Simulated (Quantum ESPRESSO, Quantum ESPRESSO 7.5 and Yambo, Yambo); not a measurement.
# CdTe (F-43m): bands and cutoff in G0W0 with Yambo

What does each rung of G0W0 on CdTe (F-43m) cost, and what does it buy?

Main program and level: Quantum ESPRESSO 7.5 and Yambo 5.3.0; PBE and many-body steps on it, plane waves.

## 1. Set-up

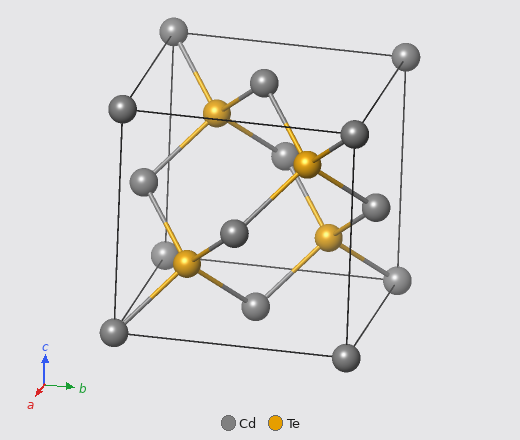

The cell as given, slightly off an axis (cadmium grey, tellurium orange). This picture shows the conventional cell, with its axes. Bonds to atoms that aren't drawn are left out. Some periodic images of atoms are drawn too.

The cell and positions come from the Crystallography Open Database and are kept as given unless a step says otherwise. Spin-orbit coupling is left out unless a step names it.

## 2. Empty states on the mesh, 4×4×4 mesh, 305 bands

This step: Quantum ESPRESSO 7.5; DFT, PBE, plane waves, norm-conserving pseudopotentials.

The sums over transitions need many empty states on a uniform mesh; this step solves for them.

Contents of pw.in:

```
&control
  calculation = 'nscf'
  prefix = 'x'
  outdir = 'o'
  pseudo_dir = 'pseudo'
/
&system
  ibrav = 0
  nat = 2
  ntyp = 2
  ecutwfc = 94.0
  nbnd = 305
  force_symmorphic = .true.
/
&electrons
  conv_thr = 1e-9
  electron_maxstep = 80
  diago_full_acc = .true.
  diago_thr_init = 5e-6
/
ATOMIC_SPECIES
  Cd 112.41 Cd.upf
  Te 127.6 Te.upf
CELL_PARAMETERS angstrom
  0.0000000000 3.2400000000 3.2400000000
  3.2400000000 0.0000000000 3.2400000000
  3.2400000000 3.2400000000 0.0000000000
ATOMIC_POSITIONS crystal
  Cd 0.0000000000 0.0000000000 0.0000000000
  Te 0.2500000000 0.2500000000 0.2500000000
K_POINTS automatic
  4 4 4 0 0 0
```

Command:

```bash
OMP_NUM_THREADS=1 mpirun -n 4 pw.x -nk 4 -in pw.in > pw.out
```

The log of the run:

```text
Program PWSCF v.7.5 starts

     This program is part of the open-source Quantum ESPRESSO suite
     for quantum simulation of materials; please cite
         "P. Giannozzi et al., J. Phys.:Condens. Matter 21 395502 (2009);
         "P. Giannozzi et al., J. Phys.:Condens. Matter 29 465901 (2017);
         "P. Giannozzi et al., J. Chem. Phys. 152 154105 (2020);
     in publications or presentations arising from this work. More details at

     Atomic positions and unit cell read from directory:
     o/x.save/

     Message from routine setup:
[...]
-150.4559-100.4824-100.4824-100.4824 -93.9054 -54.9603 -54.9602 -54.9602
[...]
50.0998  50.9654  50.9654  51.3953  52.8916  52.8916  53.7707  54.0719
     [... 27 further rows ...]
   147.4669 147.4669 147.6547 147.6547 147.8147 148.5748 150.0272 150.3457
   150.3457

          k = 0.3536 0.0000 0.0000 (  7059 PWs)   bands (ev):

     [... further k-points ...]

     highest occupied, lowest unoccupied level (ev):     8.2696    9.0401

     XML data file, pseudopotentials, collected wavefunctions

=------------------------------------------------------------------------------=
   JOB DONE.
=------------------------------------------------------------------------------=
```

Elapsed: 66 s, on 4 MPI ranks of Arm Neoverse V1, shared host; peak memory 0.96 GiB.

This step gave:

| Property | Result |
| --- | --- |
| gap | 0.7705 eV |
| k of the valence top | 0, 0, 0 |
| k of the conduction bottom | 0, 0, 0 |
| least direct gap | 0.7705 eV |
| k points computed | 8 |
| lowest point of the top converged band, above the valence top | 137.2128 eV |

On this mesh the gap is 0.770 eV.

The density comes from a self-consistent run that is not shown.

## 3. Conversion and set-up

This step: Yambo 5.3.0; conversion and set-up on PBE, plane waves, norm-conserving pseudopotentials.

The states are converted to the many-body program's format and the q mesh is built.

Command:

```bash
(cd o/x.save; p2y > p2y.log; mv SAVE ../..); yambo > setup.log
```

The log of the run:

```text
 Yambo, version 5.3.0

 [02] CORE Variables Setup
 =========================

  [02.01] Unit cells
  ==================

  Cell kind             :  FCC
  Atoms in the cell     :  Cd  Te
  number of Cd atoms    :  1
  number of Te atoms    :  1

  List of atomic masses
  Mass of Cd    :  112.4100
  Mass of Te    :  127.6000

  List of atomic coordinates    : [cc]
  Cd1       :  0.000000  0.000000  0.000000  order 1
  Te1       :  3.061356  3.061356  3.061356  order 2

  Alat factors          :  6.122713  6.122713  6.122713 [a.u.]
  Direct lattice volume :  459.0517 [a.u.]
[...]
==========================================

 IBZ Q-points                                      :   8
 BZ  Q-points                                      :   64

 K/Q-points units:
 rlu = crystal or reduced units; cc = cartesian coordinates; iku = interal k-units

 Q [1]          [rlu]:  0.000000  0.000000  0.000000
 Q [2]          [rlu]: -0.71308E-17 -0.71308E-17  0.25000
 Q [3]          [rlu]:  0.14262E-16  0.14262E-16 -0.50000
[...]
Q [7]          [rlu]:  0.42627E-17 -0.50000     -0.50000
 Q [8]          [rlu]:  0.250000 -0.500000 -0.250000

  [03.01] X indexes
  =================

   [03.01.01] Sigma indexes
   ========================

 [06] Game Over & Game summary
```

It took 3.7 s on 1 MPI rank; peak memory 0.26 GiB.

## 4. 57 bands, 88.4 eV

G0W0 replaces the xc potential by the self-energy, built once from these orbitals. Only a window of levels is corrected, while the sums run over the empty bands that the input names.

This step: G0W0 on PBE, plane waves, norm-conserving pseudopotentials.

Contents of gw1.in:

```
HF_and_locXC
gw0
dyson
ppa
em1d
rim_cut
RandQpts= 1000000
RandGvec= 1 RL
EXXRLvcs= 94 Ry
VXCRLvcs= 376 Ry
Chimod= "HARTREE"
% BndsRnXp
 1 | 57 |
%
NGsBlkXp= 6.5 Ry
% LongDrXp
 1 | 1 | 1 |
%
% GbndRnge
 1 | 57 |
%
DysSolver= "n"
ExtendOut
PPAPntXp= 27.21138 eV
% QPkrange
 1 | 1 | 21 | 24 |
%
```

Command:

```bash
OMP_NUM_THREADS=1 mpirun -n 4 yambo -F gw1.in -J gw1 -C gw1 > gw1.log
```

The log of the run:

```text
 Yambo, version 5.3.0

 [02] CORE Variables Setup
 =========================

  [... cell, symmetries and grids as in the set-up ...]

  [02.05] Energies & Occupations
  ==============================

  [X] === General ===
  [X] Electronic Temperature                        :  0.000000  0.000000 [eV K]
  [X] Bosonic    Temperature                        :  0.000000  0.000000 [eV K]
  [X] Finite Temperature mode                       : no
  [X] El. density                                   :  0.64683E+24 [cm-3]
  [X] Fermi Level                                   :  8.269562 [eV]

  [X] === Gaps and Widths ===
  [X] Conduction Band Min                           :  0.770493 [eV]
  [X] Valence Band Max                              :  0.000000 [eV]
  [X] Filled Bands                                  :  22
  [X] Empty Bands                                   :   23  305
  [X] Direct Gap                                    :  0.770493 [eV]
  [X] Direct Gap localized at k                     :  1
  [X] Indirect Gap                                  :  0.770493 [eV]
  [X] Indirect Gap between kpts                     :  1  1
  [X] Last valence band width                       :  2.192418 [eV]
  [X] 1st conduction band width                     :  3.488558 [eV]

 [03] Transferred momenta grid and indexing
 ==========================================

 IBZ Q-points                                      :   8
 BZ  Q-points                                      :   64

 K/Q-points units:
 rlu = crystal or reduced units; cc = cartesian coordinates; iku = interal k-units

 Q [1]          [rlu]:  0.000000  0.000000  0.000000
 Q [2]          [rlu]: -0.71308E-17 -0.71308E-17  0.25000
 Q [3]          [rlu]:  0.14262E-16  0.14262E-16 -0.50000
 Q [4]          [rlu]: -0.21313E-17  0.25000      0.25000
 Q [5]          [rlu]: -0.78397E-17  0.25000      0.50000
 Q [6]          [rlu]:  0.14262E-16  0.25000     -0.25000
 Q [7]          [rlu]:  0.42627E-17 -0.50000     -0.50000
 Q [8]          [rlu]:  0.250000 -0.500000 -0.250000

 [04] Coloumb potential Random Integration (RIM)
 ===============================================

  [04.01] RIM initialization
  ==========================

  * Diagonal components only detected *

  8 x (sBL volume)        :  0.067544 [a.u.]
  sBZ random points       :  1000000
  Points outside the sBZ  :   7968281
  RL volume               :  0.540354 [a.u.]
  Integrated volume       :  0.542504 [a.u.]

  [04.02] RIM integrals
  =====================

  Gamma point sphere radius             :  0.073872 [a.u.]
  Points outside the sphere             :   800476
  [Int_sBZ(q=0) 1/q^2]*(Vol_sBZ)^(-1/3) =:  7.776341
                                 should be <:  7.795600

  Summary of Coulomb integrals for non-metallic bands |Q|[au] RIM/Bare

  Q [1] 0.100000E-4 0.997530 * Q [2] 0.222181 1.068569
  Q [4] 0.256552 1.068679 * Q [6] 0.362820 1.030574
  Q [5] 0.425444 1.023203 * Q [3] 0.444362 1.020753
  Q [7] 0.513105 1.016896 * Q [8] 0.573668 1.013852

 [05] Dipoles
 ============

  [05.01] Setup: observables and procedures
  =========================================

 [06] Dynamic Dielectric Matrix (PPA)
 ====================================

 [WR./gw1//ndb.pp]---------------------------------------------------------------
  Brillouin Zone Q/K grids (IBZ/BZ)                :    8   64    8   64
  RL vectors                                       :   8363 [WF]
  Coulomb cutoff potential                         : none
  Electronic Temperature                           :  0.000000 [K]
  Bosonic    Temperature                           :  0.000000 [K]
  PPA    diel. fun.  energies                      : Perdew, Burke & Ernzerhof(X)+Perdew, Burke & Ernzerhof(C)
  wavefunctions                                    : Perdew, Burke & Ernzerhof(X)+Perdew, Burke & Ernzerhof(C)
  Global Gauge                                     : length
  X matrix size                                    :  137
  X band range                                     :    1   57
  X e/h energy range                               : -1.000000 -1.000000 [eV]
  X Time ordering                                  : R
  X Hxc Kernel                                     : HARTREE
  X Drude frequency                                :  0.000000  0.000000
  X poles                                          :  100.0000 [o/o]
  RL vectors in the sum                            :   8363
  [r,Vnl] included                                 : yes
  Field direction                                  :  0.577350E-5  0.577350E-5  0.577350E-5
  BZ energy Double Grid                            : no
  BZ energy DbGd points                            : 0
  BZ Q point size factor                           : -1.000000
  X Optical Averaged directions                    : none

 [07] Local Exchange-Correlation + Non-Local Fock
 ================================================

 [VXC] Plane waves :   56833
 [EXS] Plane waves :   7239

 QP @ state[ 1 ] K range:  1  1
 QP @ state[ 1 ] b range:  21  24

 [xc] Functional : Perdew, Burke & Ernzerhof(X)+Perdew, Burke & Ernzerhof(C)
 [xc] LIBXC used to calculate xc functional
  PP Number of Atomic Species                      :  2
  NLCC RL compoments                               :   56833
  PP Number of Atomic Species                      :  2
  NLCC RL compoments                               :   56833

 [xc] E_xc :  -35.75596 [Ha]
      E_xc :  -71.51193 [Ry]

  Local XC kind (lXC) : Perdew, Burke & Ernzerhof(X)+Perdew, Burke & Ernzerhof(C)
  Non-Local XC kind (nlXC) : Hartree-Fock

  Corrections @ K [1] :  [eV]
 <21|nlXC|21> = -16.37050  0.65059E-17 <21|lXC|21> = -14.42006 -0.18882E-15
 <22|nlXC|22> = -16.37052  0.24658E-17 <22|lXC|22> = -14.42006  0.37763E-15
 <23|nlXC|23> = -8.185957 -0.13120E-17 <23|lXC|23> = -11.98125 -0.13484E-20
 <24|nlXC|24> = -5.957498  0.75232E-18 <24|lXC|24> = -10.13165  0.18880E-15

 [08] Dyson equation: Newton solver
 ==================================

  [08.01] G0W0 (W PPA)
  ====================

  [  GW  ] Bands range     :    1   57
  [GW/PPA] G damping       :  0.100000 [eV]

  QP @ state[ 1 ] K range:  1  1
  QP @ state[ 1 ] b range:  21  24

   Sc/G bands                                       :    1   57
   Sc/G damping                                     :  0.100000 ev
   Sc bands terminator                              : no
   Sx RL components                                 :   7239

   QP @ state[ 1 ] K range                          :  1  1
   QP @ state[ 1 ] b range                          :  21  24
   GF energies kind                                 : Perdew, Burke & Ernzerhof(X)+Perdew, Burke & Ernzerhof(C)
   GF WF`s kind                                     : Perdew, Burke & Ernzerhof(X)+Perdew, Burke & Ernzerhof(C)
   Xs energies kind                                 : Perdew, Burke & Ernzerhof(X)+Perdew, Burke & Ernzerhof(C)
   Xs WF`s kind                                     : Perdew, Burke & Ernzerhof(X)+Perdew, Burke & Ernzerhof(C)

 [11] Game Over & Game summary
```

Elapsed: 62 s, on 4 MPI ranks; peak memory 2.3 GiB.

This step gave:

| Item | Value |
| --- | --- |
| G0W0 gap on the points computed | 1.595 eV |
| starting gap on the mesh | 0.7705 eV |
| k of the valence top | 0, 0, 0 |
| k of the conduction bottom | 0, 0, 0 |
| least direct G0W0 gap on the computed points | 1.595 eV |
| Z at the valence top | 0.7971 |
| Z at the conduction bottom | 0.8116 |

The gap on the mesh goes from 0.77 eV to 1.60 eV, a correction of +0.82 eV.

## 5. 137 bands, 156.5 eV

Contents of gw2.in:

```
HF_and_locXC
gw0
dyson
ppa
em1d
rim_cut
RandQpts= 1000000
RandGvec= 1 RL
EXXRLvcs= 94 Ry
VXCRLvcs= 376 Ry
Chimod= "HARTREE"
% BndsRnXp
 1 | 137 |
%
NGsBlkXp= 11.5 Ry
% LongDrXp
 1 | 1 | 1 |
%
% GbndRnge
 1 | 137 |
%
DysSolver= "n"
ExtendOut
PPAPntXp= 27.21138 eV
% QPkrange
 1 | 1 | 21 | 24 |
%
```

Command:

```bash
OMP_NUM_THREADS=1 mpirun -n 4 yambo -F gw2.in -J gw2 -C gw2 > gw2.log
```

The log of the run:

```text
 Yambo, version 5.3.0

 [02] CORE Variables Setup
 =========================

  [... cell, symmetries and grids as in the set-up ...]

  [02.05] Energies & Occupations
  ==============================

  [X] === General ===
  [X] Electronic Temperature                        :  0.000000  0.000000 [eV K]
  [X] Bosonic    Temperature                        :  0.000000  0.000000 [eV K]
  [X] Finite Temperature mode                       : no
  [X] El. density                                   :  0.64683E+24 [cm-3]
  [X] Fermi Level                                   :  8.269562 [eV]

  [X] === Gaps and Widths ===
  [X] Conduction Band Min                           :  0.770493 [eV]
  [X] Valence Band Max                              :  0.000000 [eV]
  [X] Filled Bands                                  :  22
  [X] Empty Bands                                   :   23  305
  [X] Direct Gap                                    :  0.770493 [eV]
  [X] Direct Gap localized at k                     :  1
  [X] Indirect Gap                                  :  0.770493 [eV]
  [X] Indirect Gap between kpts                     :  1  1
  [X] Last valence band width                       :  2.192418 [eV]
  [X] 1st conduction band width                     :  3.488558 [eV]

 [03] Transferred momenta grid and indexing
 ==========================================

 IBZ Q-points                                      :   8
 BZ  Q-points                                      :   64

 K/Q-points units:
 rlu = crystal or reduced units; cc = cartesian coordinates; iku = interal k-units

 Q [1]          [rlu]:  0.000000  0.000000  0.000000
 Q [2]          [rlu]: -0.71308E-17 -0.71308E-17  0.25000
 Q [3]          [rlu]:  0.14262E-16  0.14262E-16 -0.50000
[...]
================================================

 [VXC] Plane waves :   56833
 [EXS] Plane waves :   7239

 QP @ state[ 1 ] K range:  1  1
 QP @ state[ 1 ] b range:  21  24

 [xc] Functional : Perdew, Burke & Ernzerhof(X)+Perdew, Burke & Ernzerhof(C)
 [xc] LIBXC used to calculate xc functional
  PP Number of Atomic Species                      :  2
  NLCC RL compoments                               :   56833
  PP Number of Atomic Species                      :  2
  NLCC RL compoments                               :   56833

 [xc] E_xc :  -35.75596 [Ha]
      E_xc :  -71.51193 [Ry]

  Local XC kind (lXC) : Perdew, Burke & Ernzerhof(X)+Perdew, Burke & Ernzerhof(C)
  Non-Local XC kind (nlXC) : Hartree-Fock

  Corrections @ K [1] :  [eV]
 <21|nlXC|21> = -16.37050  0.65059E-17 <21|lXC|21> = -14.42006 -0.18882E-15
 <22|nlXC|22> = -16.37052  0.24658E-17 <22|lXC|22> = -14.42006  0.37763E-15
 <23|nlXC|23> = -8.185957 -0.13120E-17 <23|lXC|23> = -11.98125 -0.13484E-20
 <24|nlXC|24> = -5.957498  0.75232E-18 <24|lXC|24> = -10.13165  0.18880E-15

 [08] Dyson equation: Newton solver
 ==================================

  [08.01] G0W0 (W PPA)
  ====================

  [  GW  ] Bands range     :    1  137
  [GW/PPA] G damping       :  0.100000 [eV]

  QP @ state[ 1 ] K range:  1  1
  QP @ state[ 1 ] b range:  21  24

   Sc/G bands                                       :    1  137
   Sc/G damping                                     :  0.100000 ev
   Sc bands terminator                              : no
   Sx RL components                                 :   7239

   QP @ state[ 1 ] K range                          :  1  1
   QP @ state[ 1 ] b range                          :  21  24
   GF energies kind                                 : Perdew, Burke & Ernzerhof(X)+Perdew, Burke & Ernzerhof(C)
   GF WF`s kind                                     : Perdew, Burke & Ernzerhof(X)+Perdew, Burke & Ernzerhof(C)
   Xs energies kind                                 : Perdew, Burke & Ernzerhof(X)+Perdew, Burke & Ernzerhof(C)
   Xs WF`s kind                                     : Perdew, Burke & Ernzerhof(X)+Perdew, Burke & Ernzerhof(C)

 [11] Game Over & Game summary
```

Elapsed: 4.4 min, on 4 MPI ranks; peak memory 2.4 GiB.

This step gave:

- G0W0 gap on the points computed: 1.538 eV
- starting gap on the mesh: 0.7705 eV
- k of the valence top: 0, 0, 0
- k of the conduction bottom: 0, 0, 0
- least direct G0W0 gap on the computed points: 1.538 eV
- Z at the valence top: 0.7988
- Z at the conduction bottom: 0.8108

Against G0W0 in Yambo (4×4×4 mesh, 57 bands, screening to 88.4 eV, Godby-Needs plasmon pole), the gap moves by −0.058 eV.

## 6. 305 bands, 244.9 eV

Contents of gw3.in:

```
HF_and_locXC
gw0
dyson
ppa
em1d
rim_cut
RandQpts= 1000000
RandGvec= 1 RL
EXXRLvcs= 94 Ry
VXCRLvcs= 376 Ry
Chimod= "HARTREE"
% BndsRnXp
 1 | 305 |
%
NGsBlkXp= 18 Ry
% LongDrXp
 1 | 1 | 1 |
%
% GbndRnge
 1 | 305 |
%
DysSolver= "n"
ExtendOut
PPAPntXp= 27.21138 eV
% QPkrange
 1 | 1 | 21 | 24 |
%
```

Command:

```bash
OMP_NUM_THREADS=1 mpirun -n 4 yambo -F gw3.in -J gw3 -C gw3 > gw3.log
```

The log of the run:

```text
 Yambo, version 5.3.0

 [02] CORE Variables Setup
 =========================

  [... cell, symmetries and grids as in the set-up ...]

  [02.05] Energies & Occupations
  ==============================

  [X] === General ===
  [X] Electronic Temperature                        :  0.000000  0.000000 [eV K]
  [X] Bosonic    Temperature                        :  0.000000  0.000000 [eV K]
  [X] Finite Temperature mode                       : no
  [X] El. density                                   :  0.64683E+24 [cm-3]
[...]
Sx RL components                                 :   7239

   QP @ state[ 1 ] K range                          :  1  1
   QP @ state[ 1 ] b range                          :  21  24
   GF energies kind                                 : Perdew, Burke & Ernzerhof(X)+Perdew, Burke & Ernzerhof(C)
   GF WF`s kind                                     : Perdew, Burke & Ernzerhof(X)+Perdew, Burke & Ernzerhof(C)
   Xs energies kind                                 : Perdew, Burke & Ernzerhof(X)+Perdew, Burke & Ernzerhof(C)
   Xs WF`s kind                                     : Perdew, Burke & Ernzerhof(X)+Perdew, Burke & Ernzerhof(C)

 [11] Game Over & Game summary
```

It took 22 min on 4 MPI ranks; peak memory 3.2 GiB; 90 min of CPU time.

This step gave:

* G0W0 gap on the points computed: 1.563 eV
* starting gap on the mesh: 0.7705 eV
* k of the valence top: 0, 0, 0
* k of the conduction bottom: 0, 0, 0
* least direct G0W0 gap on the computed points: 1.563 eV

Against G0W0 in Yambo (4×4×4 mesh, 137 bands, screening to 156.5 eV, Godby-Needs plasmon pole), the gap moves by +0.025 eV.

## 7. The runs together

Times are wall times on 4 MPI ranks of Arm Neoverse V1, shared host, good to a factor of about two.

```tsv
run	mesh	bands	screening cutoff (eV)	DFT gap (eV)	gap on the mesh (eV)	direct (eV)	time
57 bands, 88.4 eV	4×4×4	57	88.4	0.770	1.595	1.595	62 s
137 bands, 156.5 eV	4×4×4	137	156.5	0.770	1.538	1.538	4.4 min
305 bands, 244.9 eV	4×4×4	305	244.9	0.770	1.563	1.563	22 min
```

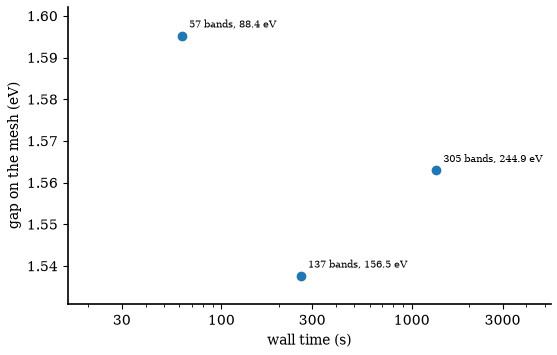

Result against wall time.

## 8. What came out

```json
{"57 bands, 88.4 eV": "1.595 eV", "137 bands, 156.5 eV": "1.538 eV", "305 bands, 244.9 eV": "1.563 eV", "known limits": "not at the basis limit; no spin-orbit coupling; coarse k mesh"}
```

**Reading.** From the first rung to the last the gap moves by −0.03 eV for 22 times the time. The gap turns back along the series, so no limit is drawn from it. In the G0W0 runs levels were corrected at 1 k point alone, so a gap called «on the mesh» is the least over those, and an edge elsewhere would be missed. The 4×4×4 mesh is coarse for this cell, which bears on the long-range parts of exchange and screening. The many-body steps are scalar-relativistic: spin-orbit coupling is not in them.

[Paths, hosts, dates, memory and timing lines, banners, echoed tables and standing remarks are left out of the program output.]

[Logs are printed without paths, hosts, clocks, repeated set-up lines and the standing remarks that a program may print on its own settings, such as how far it seeks lower states.]

[Runs of the session that timed out or met a known fault of the program may be left out.]

[Hosts, paths, dates, database ids (printed as entryN), source tags and the programs' standing remarks are cut or masked in the printed files.]
